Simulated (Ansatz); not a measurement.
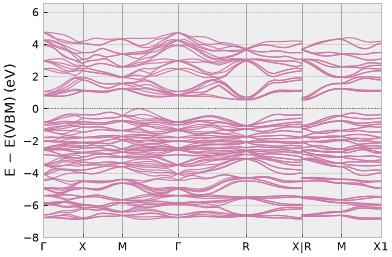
Figure. Band structure from PBEsol with spin–orbit coupling (plane waves, PAW; program Ansatz)

The gap is 0.53 eV; an edge lies off the plotted path or next to a special point (maximum off the standard path, minimum on the Γ–R line, 95 % of the way from Γ).

The material is BiIrS in space group P2_13 (No. 198; Bi on 4a, Ir on 4a, S on 4a).

The first step of the workflow began from a Materials Project structure, measured or hypothetical; the Crystallography Open Database copy checked does not list it. Whether it is the stable phase at ambient conditions was not checked. The PBEsol relaxation kept the symmetry of its start; its stability against distortions is not shown here. No spin polarisation was allowed.

Potentials: the later of the program's two PAW sets.
